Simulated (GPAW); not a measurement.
Band structure of CaS (Fm-3m, 2 atoms in the cell).

```
CELL_PARAMETERS angstrom
      0.00000     2.84500     2.84500
      2.84500     0.00000     2.84500
      2.84500     2.84500     0.00000
ATOMIC_POSITIONS crystal
  Ca 0.00000 0.00000 0.00000
  S  0.50000 0.50000 0.50000
```

Method: PBE, GPAW PAW datasets PBE (gpaw-data 1.0.1) (plane waves; GPAW).

Settings: mode = pw; ecut = 500 eV; xc = PBE; kpts = 10 10 10; mesh shift (steps) = 0 0 0; occupations.name = fermi-dirac; occupations.width = 0.02 eV; nbands = -8; convergence.density = 1e-05 e/electron; convergence.bands = -6; symmetry.symmorphic = false; symmetry.tolerance = 0.0005; maxiter = 120; bandpath_npoints = 40.

The starting cell has typed, rounded lattice constants, without a prior relaxation at this level.

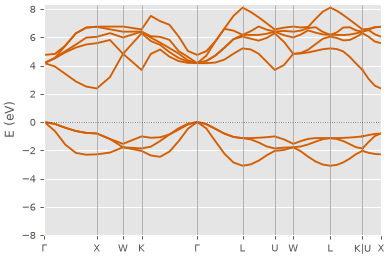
Fig. 1. Bands along the path, energies from the top of the valence band on the SCF mesh.

### Question
Read off roughly the gap and where its edges lie.

### Answer
The gap along the path is about 2.4 eV (computed: 2.38 eV), from Γ to X; the smallest direct gap on it is 3.19 eV.

Levels in eV from the top of the valence band on the SCF mesh, bands 5 to 12:
| point | 5 | 6 | 7 | 8 | 9 | 10 | 11 | 12 |
|---|---|---|---|---|---|---|---|---|
| Γ | -11.33 | 0.00 | 0.00 | 0.00 | 4.17 | 4.17 | 4.17 | 4.17 |
| X | -10.70 | -2.29 | -0.81 | -0.81 | 2.38 | 5.58 | 6.03 | 6.74 |
| W | -10.58 | -1.78 | -1.78 | -1.54 | 4.82 | 4.82 | 5.98 | 6.39 |
| K | -10.60 | -2.04 | -1.87 | -1.02 | 3.69 | 6.28 | 6.40 | 6.40 |
| L | -10.52 | -3.09 | -1.14 | -1.14 | 5.21 | 6.05 | 6.17 | 6.17 |
| U | -10.60 | -2.04 | -1.87 | -1.02 | 3.69 | 6.28 | 6.40 | 6.40 |
